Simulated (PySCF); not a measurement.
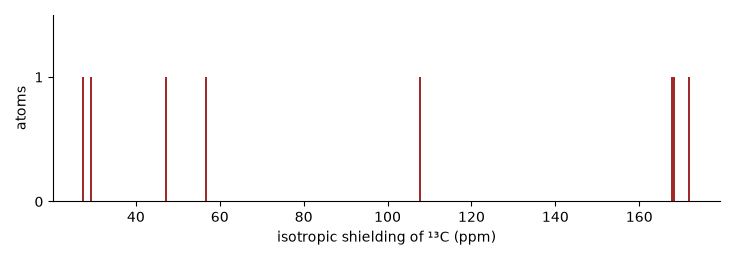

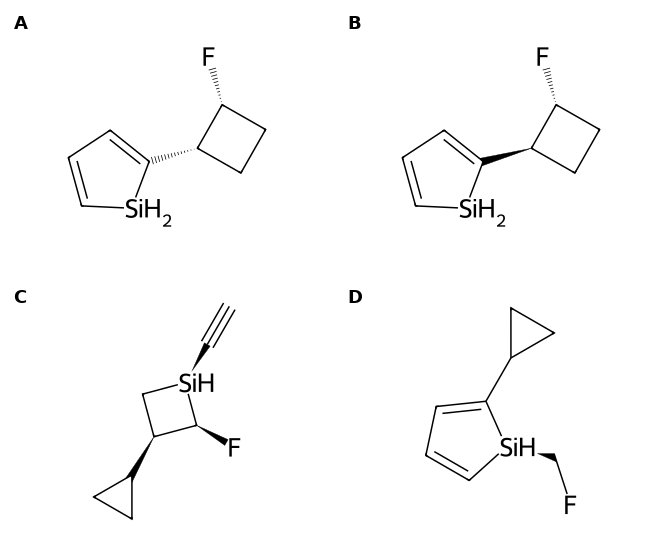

The sticks are computed shieldings of one of the molecules, for one fixed geometry (GFN2-xTB) without averaging over rotations. Low shielding means a high chemical shift. Method: GIAO PBE0/pcSseg-1 NMR shielding, non-relativistic, gas phase (PySCF 2.14.0).

Question: Which molecule gives this pattern?

Answer: D, `FC[Si@H]1C=CC=C1C1CC1`. Its 8 C atoms give lines at 27.5, 29.3, 47.2, 56.7, 107.8, 167.8, 168.3, 171.9 ppm.

The geometry is semi-empirical. Around Si such bond lengths and angles can be off by a tenth of an ångström or more and by several degrees, and values that hang on the shape move with them.
